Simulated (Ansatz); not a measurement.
| atom | x (Å) | y (Å) | z (Å) |
| --- | --- | --- | --- |
| Al | -0.0773 | 0.0000 | -0.9312 |
| F | 1.3428 | 0.0000 | 1.4451 |
| H | 1.9567 | 0.0000 | 0.7413 |
| H | -1.6100 | 0.0000 | -0.3243 |

Computed with Ansatz, RKS B3LYP-D4/def2-TZVP.

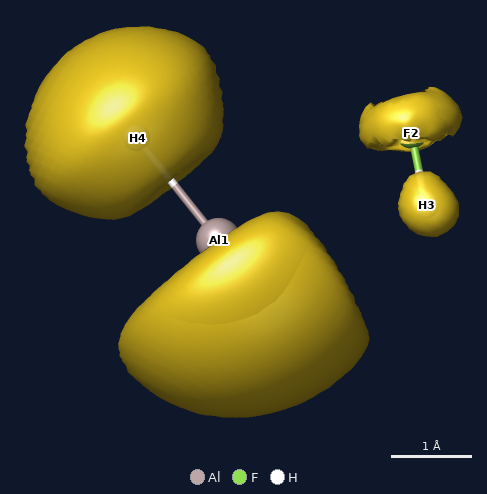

AlH···HF. Isosurface of the ELF at 0.85 (yellow), seen across its widest extent. Only the valence region is drawn (cores and ρ < 0.01 e/Å³ removed).

Describe the localisation domains.

Answer. The surface consists of two regions around hydrogen nuclei, one lobe on Al, pointing away from the bonds (lone pairs) and one region wrapped around F (its valence shell). Profiles from the grid: Al1···F2 (2.77 Å): the ELF dips to about 0.10 between them. F–H (0.93 Å): the ELF climbs to about 1 towards the hydrogen, as it does in any bond to H; an ordinary covalent bond to hydrogen.
